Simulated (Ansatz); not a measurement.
# Strength of the C–H bond: C4H9 → C4H8 + H

Species: C4H9 (2-butyl radical) `C[CH]CC`, doublet; C4H8 (cis-2-butene) `C/C=C\C`, singlet; H atom, doublet. 

Shapes, held fixed at every level: PBE0-D4/def2-TZVP. Flexible molecules stand in one conformer, not always the lowest. Programs: Ansatz 0.2.0. The zero-point and thermal change to 298 K, harmonic and unscaled (PBE0-D4/def2-TZVP), is -18.7 kJ/mol.

| level | kind | ΔH(298 K) (kJ/mol) | less CCSD(T)/CBS estimate | CPU time (sum over the molecules) |
| --- | --- | --- | --- | --- |
| MP2/def2-TZVPP | perturbation theory | +127.3 | -17.1 | – |
| SPW92/def2-TZVPP | LDA | +159.7 | +15.3 | 13 s |
| PBE-D4/def2-TZVPP | GGA | +143.3 | -1.1 | 24 s |
| r2SCAN0-D4/def2-TZVPP | global hybrid | +173.6 | +29.2 | 49 s |
| wB97X-V/def2-TZVPP | range-separated hybrid | +154.0 | +9.6 | 68 s |
| B2PLYP/def2-TZVPP | double hybrid | +144.7 | +0.3 | 42 s |
| CCSD(T)/def2-TZVPP | coupled cluster or CI | +144.0 | -0.4 | 1.7 h |
| CCSD(T)/CBS estimate | coupled cluster or CI | +144.4 | 0.0 | 1.8 h |

The highest level, CCSD(T)/CBS estimate, gives ΔH(298 K) = +144.4 kJ/mol; the levels span +127.3 to +173.6. A fragment pairs its electrons up again, so this isn't a typical strength of such a bond. The column of differences is taken from that level and isn't an error. No measured value is set beside it here. Open shells run unrestricted. The CBS estimate extrapolates MP2 from def2-TZVPP and def2-QZVPP and adds CCSD(T) − MP2 in the triple-zeta set, cores frozen. Times are processor times on shared x86 and Arm servers, and rough.

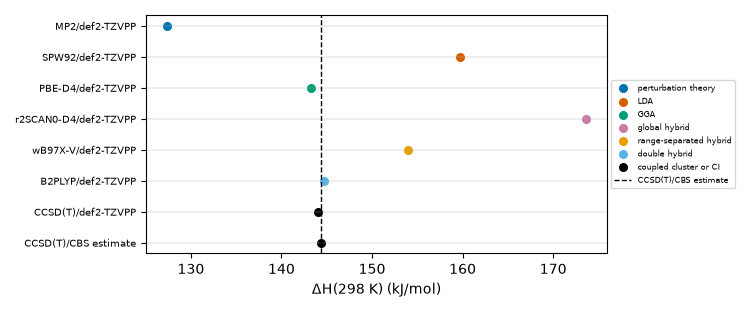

The values of the table, level by level.
